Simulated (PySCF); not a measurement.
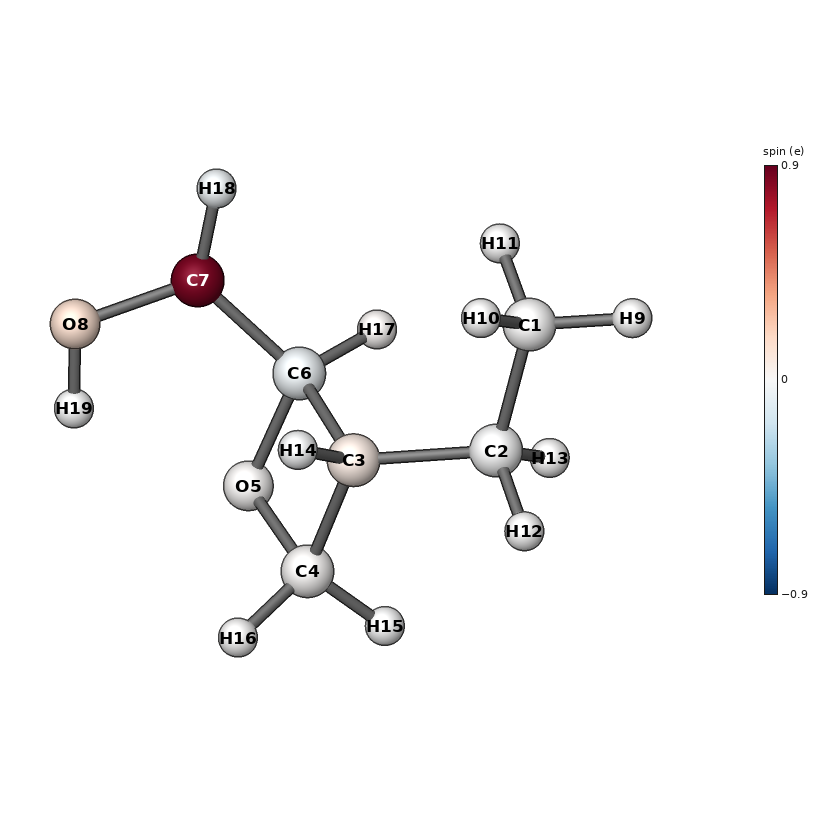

Atoms are coloured by their Mulliken spin populations. The species is neutral and a spin doublet. The geometry was computed by an optimisation with GFN2-xTB. No frequency run is at hand to confirm it as a minimum. Properties computed with UKS B3LYP, pcH-1 on C H O, non-relativistic (PySCF 2.14.0).

Question: Which atom carries the largest spin population?

Answer: C7 (0.85 e).

Question: Which atom has the lowest spin population?

Answer: C6 (−0.05 e); a negative value comes from spin polarisation.

Give the Mulliken spin populations atom by atom.

```json
{"atom": "C1", "value (e)": "0.00"}
{"atom": "C2", "value (e)": "0.00"}
{"atom": "C3", "value (e)": "0.07"}
{"atom": "C4", "value (e)": "0.01"}
{"atom": "O5", "value (e)": "0.01"}
{"atom": "C6", "value (e)": "−0.05"}
{"atom": "C7", "value (e)": "0.85"}
{"atom": "O8", "value (e)": "0.14"}
{"atom": "H9", "value (e)": "0.00"}
{"atom": "H10", "value (e)": "0.00"}
{"atom": "H11", "value (e)": "0.00"}
{"atom": "H12", "value (e)": "0.00"}
{"atom": "H13", "value (e)": "0.00"}
{"atom": "H14", "value (e)": "−0.01"}
{"atom": "H15", "value (e)": "0.00"}
{"atom": "H16", "value (e)": "0.00"}
{"atom": "H17", "value (e)": "0.01"}
{"atom": "H18", "value (e)": "−0.04"}
{"atom": "H19", "value (e)": "0.00"}
```

Mulliken values depend strongly on the basis set.
